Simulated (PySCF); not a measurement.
System: CH10O2SSi3.

The calculation's input:

```
{"job": {"kind": "nmr", "xc": "PBE0", "basis": "pcSseg-1"}, "charge": 0, "multiplicity": 1}
Si    -1.606664     1.966394     0.719675
O     -0.773027     0.676185     0.184540
C     -0.083151    -0.277385     0.933599
Si    -0.997038    -1.962423     0.850637
O      1.192597    -0.443646     0.403107
Si     1.610355     0.282866    -0.988650
S      3.559259    -0.546575    -1.284263
H     -1.896046     2.595430    -0.556795
H     -0.789809     2.781178     1.622944
H     -2.793821     1.513021     1.449209
H      0.046939     0.079985     1.965893
H     -0.231265    -2.895469     1.674650
H     -1.026371    -2.366366    -0.551058
H     -2.345380    -1.742402     1.372354
H      1.747243     1.727991    -0.865578
H      0.778330    -0.112160    -2.116723
H      3.600851    -1.264595    -0.173989
```

Command:

```sh
OMP_NUM_THREADS=1 python probes_run.py task.json out
```

Geometry: GFN2-xTB.

All numbers below come from PySCF 2.14.0, PBE0/pcSseg-1, SCF density, gas phase, non-relativistic.

**Predict the electron density and electron localisation function between the atoms.**

C–O (1.39 Å): the density is about 2.1 e/Å³ at the midpoint, with its minimum of 1.8 e/Å³ about 0.5 Å from C; the ELF peaks at about 0.90 between the atoms; a shared but strongly polarised pair.
Si–O (1.62 Å): the density is about 1.2 e/Å³ at the midpoint; the ELF peaks at about 0.85 between the atoms, as expected for a polar covalent bond.
Si–S (2.14 Å): ρ is about 0.86 e/Å³ halfway; the ELF peaks at about 0.95 between the atoms (a shared electron pair).
S–H (1.32 Å): the density is about 1.4 e/Å³ at the midpoint; the ELF climbs to about 1 towards the hydrogen, as it does in any bond to H.

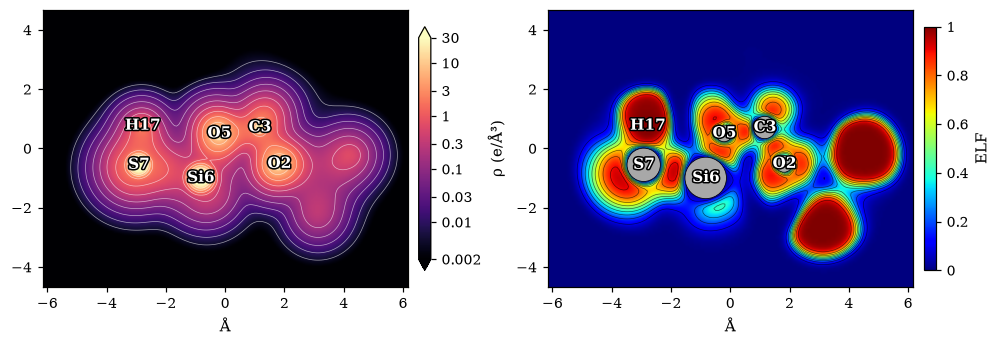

Computed electron density and electron localisation function on the plane of atoms Si6, S7 and H17, in this order. Grey discs cover the atomic cores in the ELF map. 
